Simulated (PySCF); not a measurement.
C5H10F2OSi

```yaml
atoms:
  - { symbol: C, position_ang: [1.1014, -1.4271, -0.8800] }
  - { symbol: C, position_ang: [0.4268, -0.2977, -0.1060] }
  - { symbol: O, position_ang: [1.1639, 0.8828, -0.2563] }
  - { symbol: Si, position_ang: [1.9341, 1.7668, 0.8643] }
  - { symbol: C, position_ang: [-0.9748, -0.0413, -0.6355] }
  - { symbol: C, position_ang: [-2.0191, 0.5031, 0.3008] }
  - { symbol: F, position_ang: [-1.6735, 0.7310, 1.5927] }
  - { symbol: C, position_ang: [-2.1116, -0.9145, -0.1840] }
  - { symbol: F, position_ang: [-1.8446, -1.9265, 0.6814] }
  - { symbol: H, position_ang: [0.5328, -2.3464, -0.7730] }
  - { symbol: H, position_ang: [1.1731, -1.1633, -1.9324] }
  - { symbol: H, position_ang: [2.1044, -1.5807, -0.4913] }
  - { symbol: H, position_ang: [0.3596, -0.5744, 0.9527] }
  - { symbol: H, position_ang: [3.0216, 1.0009, 1.4840] }
  - { symbol: H, position_ang: [1.0264, 2.2122, 1.9215] }
  - { symbol: H, position_ang: [2.4096, 2.8342, -0.0004] }
  - { symbol: H, position_ang: [-0.9874, 0.3188, -1.6562] }
  - { symbol: H, position_ang: [-2.7475, 1.2353, -0.0263] }
  - { symbol: H, position_ang: [-2.9050, -1.2038, -0.8634] }
```

Geometry: GFN2-xTB.

These are results of PBE0/pcSseg-1, SCF density, gas phase, non-relativistic (PySCF 2.14.0), not measurements.

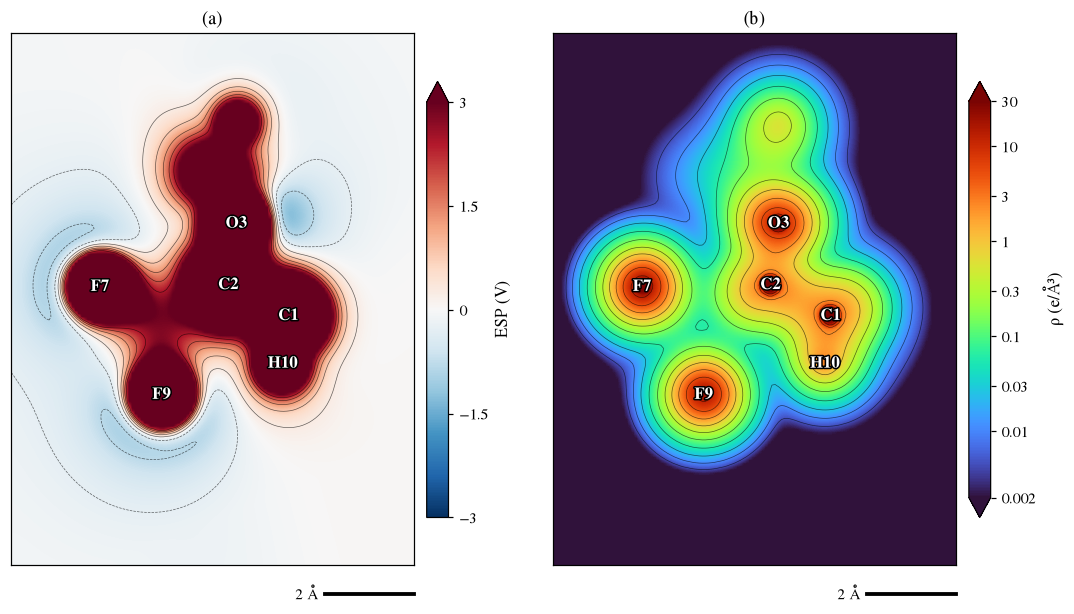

Figure 1. (a) electrostatic potential; (b) total electron density on the plane of atoms C2, C1 and H10.

Q: What do the fields say about this system?

A:
- The plane passes through C, O, F and H nuclei.
- C–O (1.40 Å): ρ at the midpoint is about 2.1 e/Å³, with its minimum of 1.8 e/Å³ about 0.5 Å from C.
- C–C (1.53 Å): ρ is about 1.7 e/Å³ halfway.
- C–H (1.09 Å): ρ at the midpoint is about 2 e/Å³.
- Outside the dense part of the molecule the potential is most negative (−1.3 V) near O3.

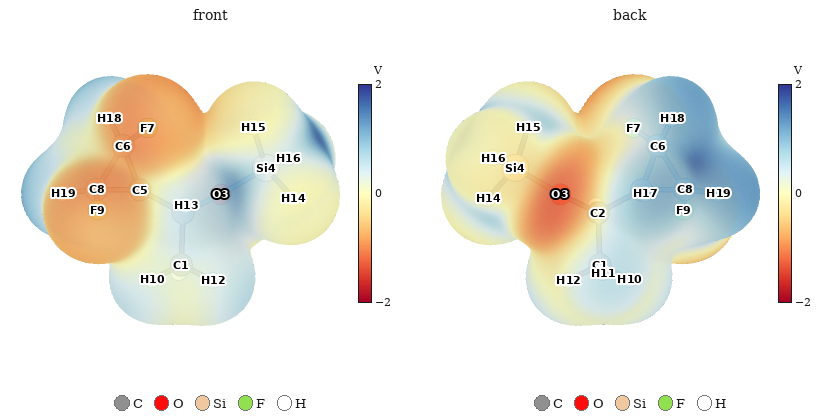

Figure 2. The electrostatic potential painted on the density surface at 0.002 e/bohr³, seen from the front and from behind; the colour scale runs from red (negative) to blue (positive).

Q: Describe the electrostatic potential map.

A: The most negative region (about −1.2 V, or −28 kcal/mol for a unit charge) lies over O3, the most positive (about +1.6 V, or +37 kcal/mol for a unit charge) over Si4, C5, C6 and C8. O3 is the likeliest acceptor of a hydrogen bond.
